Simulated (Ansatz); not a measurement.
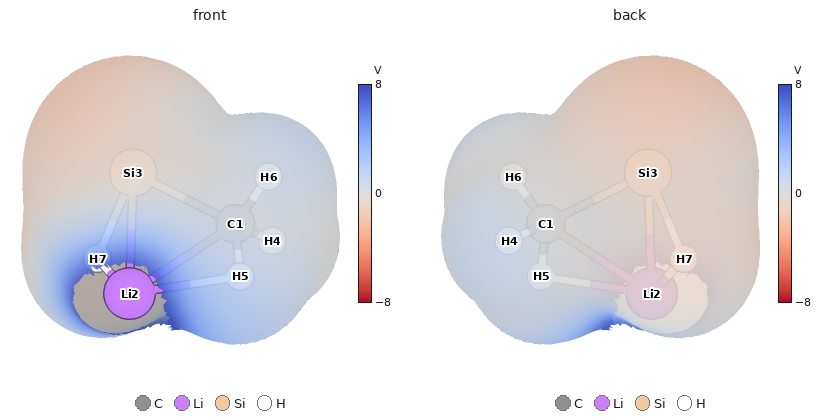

The picture shows: CH₄LiSi (doublet). The electrostatic potential painted on the density surface at 0.004 e/bohr³, seen from the front and from behind; the colour scale runs from red (negative) to blue (positive).

Geometry: PBE0-D3(BJ)/def2-SVP.

Level of theory: Ansatz, isolated molecule in a Gaussian basis; Kohn-Sham density functional theory, functional PBE0.

```xyz
7

C     0.8926   -0.4970    0.1261
Li   -0.9319   -0.9175    1.2508
Si    0.7550    0.6015    1.8172
H     0.8628    0.1806   -0.7452
H     0.2250   -1.3492   -0.1680
H     1.8930   -0.9569    0.1394
H    -0.8225    0.7945    1.5898
```

Which sites attract a positive test charge, and which a negative one?

A positive charge is drawn to the negative regions and a negative charge to the positive ones. The most negative region (about −1.6 V) lies over H7, the most positive (about +7.3 V) over Li2.
